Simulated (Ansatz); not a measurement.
Base system: CdTe in the zinc blende structure (space group F-43m, No. 216; a = 6.4887 Å).

Structures relaxed with PBEsol, PAW, 420 eV (Ansatz, a program for electronic structure; without spin-orbit coupling).

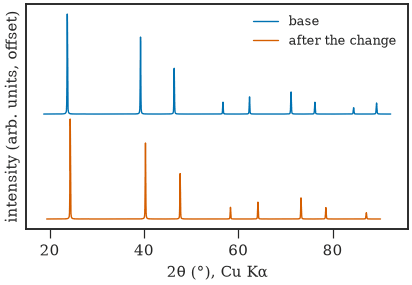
*Simulated powder patterns before (top) and after one change*

### Question
What was done to the base?
A. isotropic strain −0.50 %
B. isotropic strain +2.00 %
C. isotropic strain −2.50 %
D. isotropic strain −3.00 %

### Answer
C, isotropic strain −2.50 %. Its volume per atom is 31.65 Å³ against 34.15 Å³, and its space group is F-43m (No. 216).

No phonon test of stability was made.
